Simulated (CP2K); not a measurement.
**SiH3I (SMILES [SiH3]I) at PBE0/TZV2P-MOLOPT-PBE0-GTH (core potential)**

What is the vertical ionisation energy of SiH3I at PBE0/TZV2P-MOLOPT-PBE0-GTH (core potential)? 

The calculation is run with CP2K 2026.2.

1 further run of the same task is left out (it didn't finish).

## (1) The system as given

SiH3I has 5 atoms, charge 0, and is taken as a singlet. As SMILES, `[SiH3]I`. The shape is that of a PBE0-D4/def2-TZVP optimisation.

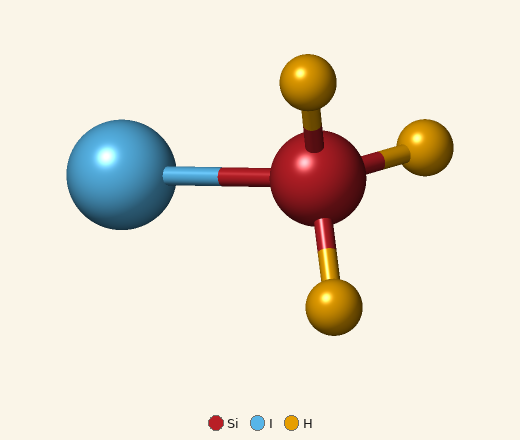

The structure, seen from a chosen angle (silicon red, iodine blue, hydrogen amber).

## (2) A single-point energy at PBE0/TZV2P-MOLOPT-PBE0-GTH (core potential)

mol.inp reads:

```
&GLOBAL
    PROJECT mol
    RUN_TYPE ENERGY
    PRINT_LEVEL MEDIUM
&END
&FORCE_EVAL
    METHOD Quickstep
    &DFT
        BASIS_SET_FILE_NAME BASIS_MOLOPT_UZH
        BASIS_SET_FILE_NAME BASIS_ADMM_UZH
        POTENTIAL_FILE_NAME POTENTIAL_UZH
        ! Quickstep
        &QS
            METHOD GPW
            EPS_DEFAULT 1.0E-10
        &END
        &MGRID
            CUTOFF 400
            REL_CUTOFF 50
            NGRIDS 4
        &END
        ! cluster boundary conditions
        &POISSON
            PERIODIC NONE
            POISSON_SOLVER MULTIPOLE
        &END
        &SCF
            SCF_GUESS ATOMIC
            EPS_SCF 1.0E-06
            MAX_SCF 40
            &OT
                MINIMIZER DIIS
                PRECONDITIONER FULL_ALL
            &END
            &OUTER_SCF
                EPS_SCF 1.0E-06
                MAX_SCF 5
            &END
        &END
        &XC
            &XC_FUNCTIONAL
                &PBE
                    SCALE_X 0.75
                    SCALE_C 1.0
                &END
            &END
            ! exact exchange
            &HF
                FRACTION 0.25
                &SCREENING
                    EPS_SCHWARZ 1.0E-09
                &END
                &MEMORY
                    MAX_MEMORY 1050
                &END
            &END
        &END
        &AUXILIARY_DENSITY_MATRIX_METHOD
            ADMM_TYPE ADMMS
            EXCH_CORRECTION_FUNC PBEX
        &END
        &PRINT
            &MOMENTS
                PERIODIC F
                REFERENCE COM
                MAX_MOMENT 1
            &END
            &MO_CUBES
                NLUMO 5
                NHOMO -1
                WRITE_CUBE F
            &END
            &HIRSHFELD OFF
            &END
        &END
    &END
    &SUBSYS
        &CELL
            ABC 10.1 9.4 9.2
            PERIODIC NONE
        &END
        &COORD
            Si     4.502750     4.507450     4.604950
            I      6.576050     3.514850     5.420050
            H      3.523950     4.527150     5.716150
            H      3.997050     3.682450     3.483850
            H      4.791850     5.885150     4.144950
        &END
        &KIND Si
            BASIS_SET ORB TZV2P-MOLOPT-PBE0-GTH-q4
            BASIS_SET AUX_FIT admm-tzp-q4
            POTENTIAL GTH-PBE0-q4
        &END
        &KIND I
            BASIS_SET ORB TZV2P-MOLOPT-PBE0-GTH-q7
            BASIS_SET AUX_FIT admm-tzp-q7
            POTENTIAL GTH-PBE0-q7
        &END
        &KIND H
            BASIS_SET ORB TZV2P-MOLOPT-PBE0-GTH-q1
            BASIS_SET AUX_FIT admm-tzp-q1
            POTENTIAL GTH-PBE0-q1
        &END
    &END
&END
```

Command:

```sh
$ OMP_NUM_THREADS=1 cp2k.psmp mol.inp > mol.out
```

What it wrote:

```text
CP2K| version string:                                       CP2K version 2026.2
[...]
 GLOBAL| Method name                                                        CP2K
[...]
 GLOBAL| Run type                                                         ENERGY
[...]
 DFT| Spin restricted Kohn-Sham (RKS) calculation                            RKS
 DFT| Multiplicity                                                             1
[...]
 DFT| Charge                                                                   0
[...]
 FUNCTIONAL| PBE:
 QS| Method:                                                                 GPW
[...]
 QS| Density cutoff [a.u.]:                                                200.0
[...]
 QS| Relative density cutoff [a.u.]:                                        25.0
[...]
                             - Atoms:                                          5
[...]
                             - Spherical basis functions:                    100
[...]
 Number of electrons:                                                         14
[...]
     1 OT DIIS     0.15E+00    2.1     0.10250759       -16.7493561661 -1.67E+01
[...]
    15 OT DIIS     0.15E+00    1.8     0.00000049       -17.2409104630 -8.09E-11
  *** SCF run converged in    15 steps ***
[...]
  Overlap energy of the core charge distribution:               0.00000004543256
  Self energy of the core charge distribution:                -39.18497551531139
  Core Hamiltonian energy:                                      8.57654437517873
  Hartree energy:                                              17.86785524960571
  Exchange-correlation energy:                                 -3.47697534477458
  Hartree-Fock Exchange energy:                                -1.02335927311366
  Total energy:                                               -17.24091046298263
[...]
                     Mulliken Population Analysis
 #  Atom  Element  Kind  Atomic population                           Net charge
       1     Si       1          3.715684                              0.284316
       2     I        2          7.163781                             -0.163781
       3     H        3          1.040699                             -0.040699
       4     H        3          1.040497                             -0.040497
       5     H        3          1.039338                             -0.039338
 # Total charge                             14.000000                 -0.000000
[...]
  Dipole moment [Debye]
    X= -0.1150587E+01 Y=  0.5686329E+00 Z= -0.4639109E+00  Total=      1.3647001
[...]
 WARNING : did not converge in ot_eigensolver
 number of iterations          299  exceeded maximum
 current gradient / target gradient   4.1294958590699259E-004  /    1.0000000000000001E-005
[...]
 HOMO - LUMO gap [eV] :    6.966167
 ENERGY| Total FORCE_EVAL ( QS ) energy [hartree]            -17.240910462982633
[...]
```

Wall time 29 s (1 thread of Arm Neoverse V2, shared host); peak memory 0.88 GiB.

## (3) The doublet cation at the same level

molecule.xyz reads:

```xyz
5

Si    -0.165600     0.069300    -0.077300
I      1.907700    -0.923300     0.737800
H     -1.144400     0.089000     1.033900
H     -0.671300    -0.755700    -1.198400
H      0.123500     1.447000    -0.537300
```

gas.inp reads:

```
&GLOBAL
   PROJECT gas
   RUN_TYPE ENERGY
   PRINT_LEVEL MEDIUM
&END GLOBAL
&FORCE_EVAL
   METHOD Quickstep
   &DFT
      BASIS_SET_FILE_NAME BASIS_MOLOPT_UZH
      BASIS_SET_FILE_NAME BASIS_ADMM_UZH
      POTENTIAL_FILE_NAME POTENTIAL_UZH
      CHARGE 1
      MULTIPLICITY 2
      UKS T
      &QS
         METHOD GPW
         EPS_DEFAULT 1.0E-10
      &END QS
      &MGRID
         CUTOFF 400
         REL_CUTOFF 50
         NGRIDS 4
      &END MGRID
      &POISSON
         PERIODIC NONE
         POISSON_SOLVER MULTIPOLE
      &END POISSON
      &SCF
         SCF_GUESS ATOMIC
         EPS_SCF 1.0E-06
         MAX_SCF 30
         &OT
            MINIMIZER DIIS
            PRECONDITIONER FULL_SINGLE_INVERSE
         &END OT
         &OUTER_SCF
            EPS_SCF 1.0E-06
            MAX_SCF 10
         &END OUTER_SCF
      &END SCF
      &XC
         &XC_FUNCTIONAL
            &PBE
               SCALE_X 0.75
               SCALE_C 1.0
            &END PBE
         &END XC_FUNCTIONAL
         ! exact exchange
         &HF
            FRACTION 0.25
            &SCREENING
               EPS_SCHWARZ 1.0E-09
            &END SCREENING
            &MEMORY
               MAX_MEMORY 1050
            &END MEMORY
         &END HF
      &END XC
      &AUXILIARY_DENSITY_MATRIX_METHOD
         ADMM_TYPE ADMMS
         EXCH_CORRECTION_FUNC PBEX
      &END AUXILIARY_DENSITY_MATRIX_METHOD
      ! extra output
      &PRINT
         &MOMENTS
            PERIODIC F
            REFERENCE COM
            MAX_MOMENT 1
         &END MOMENTS
         &MO_CUBES
            NLUMO 3
            NHOMO -1
            WRITE_CUBE F
         &END MO_CUBES
         &HIRSHFELD OFF
         &END HIRSHFELD
      &END PRINT
   &END DFT
   ! atoms, cell and kinds
   &SUBSYS
      &CELL
         ABC 10.1 9.4 9.2
         PERIODIC NONE
      &END CELL
      &TOPOLOGY
         COORD_FILE_NAME molecule.xyz
         COORD_FILE_FORMAT XYZ
         &CENTER_COORDINATES
         &END CENTER_COORDINATES
      &END TOPOLOGY
      &KIND Si
         BASIS_SET ORB TZV2P-MOLOPT-PBE0-GTH-q4
         BASIS_SET AUX_FIT admm-tzp-q4
         POTENTIAL GTH-PBE0-q4
      &END KIND
      &KIND I
         BASIS_SET ORB TZV2P-MOLOPT-PBE0-GTH-q7
         BASIS_SET AUX_FIT admm-tzp-q7
         POTENTIAL GTH-PBE0-q7
      &END KIND
      &KIND H
         BASIS_SET ORB TZV2P-MOLOPT-PBE0-GTH-q1
         BASIS_SET AUX_FIT admm-tzp-q1
         POTENTIAL GTH-PBE0-q1
      &END KIND
   &END SUBSYS
&END FORCE_EVAL
```

Command:

```sh
$ OMP_NUM_THREADS=1 cp2k.psmp -i gas.inp > gas.out 2>&1
```

What it wrote:

```text
CP2K| version string:                                       CP2K version 2026.2
[...]
 GLOBAL| Method name                                                        CP2K
[...]
 GLOBAL| Run type                                                         ENERGY
[...]
 DFT| Spin unrestricted (spin-polarized) Kohn-Sham calculation               UKS
 DFT| Multiplicity                                                             2
[...]
 DFT| Charge                                                                   1
[...]
 FUNCTIONAL| PBE:
 QS| Method:                                                                 GPW
[...]
 QS| Density cutoff [a.u.]:                                                200.0
[...]
 QS| Relative density cutoff [a.u.]:                                        25.0
[...]
                             - Atoms:                                          5
[...]
                             - Spherical basis functions:                    100
[...]
 Number of electrons:                                                          7
[...]
     1 OT DIIS     0.80E-01    4.9     0.05774186       -16.0932598526 -1.61E+01
[...]
     3 OT DIIS     0.80E-01    4.5     0.00000048       -16.8742397699 -4.85E-10
  *** SCF run converged in     3 steps ***
[...]
  Overlap energy of the core charge distribution:               0.00000004543256
  Self energy of the core charge distribution:                -39.18497551531139
  Core Hamiltonian energy:                                      8.35173549201000
  Hartree energy:                                              18.17845832295303
  Exchange-correlation energy:                                 -3.26087725580489
  Hartree-Fock Exchange energy:                                -0.95858085920153
  Total energy:                                               -16.87423976992223
[...]
                     Mulliken Population Analysis
 #  Atom  Element  Kind  Atomic population (alpha,beta) Net charge  Spin moment
       1     Si       1         1.800613     1.831684     0.367702    -0.031071
       2     I        2         3.683840     2.753118     0.563042     0.930722
       3     H        3         0.495591     0.492642     0.011767     0.002949
       4     H        3         0.505067     0.471345     0.023588     0.033722
       5     H        3         0.514889     0.451211     0.033901     0.063678
 # Total charge and spin        7.000000     6.000000     1.000000     1.000000
[...]
  Dipole moment [Debye]
    X= -0.2226186E+01 Y=  0.1180314E+01 Z= -0.9998726E+00  Total=      2.7108651
[...]
 HOMO - LUMO gap [eV] :    2.104305
 ENERGY| Total FORCE_EVAL ( QS ) energy [hartree]            -16.874239769922227
[...]
```

It took 2.6 min on 1 thread of Arm Neoverse V2, shared host; peak memory 1.2 GiB.

## (4) Results

At PBE0/TZV2P-MOLOPT-PBE0-GTH (core potential):

| quantity | value |
| --- | --- |
| singlet SiH3I: total energy | -17.24091 Eh |
| singlet SiH3I: dipole moment | 1.36 D |
| singlet SiH3I: HOMO energy | -7.72 eV |
| singlet SiH3I: LUMO energy | -0.76 eV |
| singlet SiH3I: HOMO–LUMO gap | 6.97 eV |
| doublet cation: total energy | -16.87424 Eh |
| doublet cation: HOMO energy (highest over α and β) | -14.27 eV |
| doublet cation: LUMO energy (lowest over α and β) | -12.17 eV |
| doublet cation: ⟨S²⟩ | 0.754 |
| vertical ionisation energy (to the doublet cation) | 9.978 eV |

In words: Removing an electron at fixed nuclei costs 9.98 eV (230 kcal/mol). −ε(HOMO) before ionisation, 7.72 eV, is 2.25 eV below this ionisation energy.
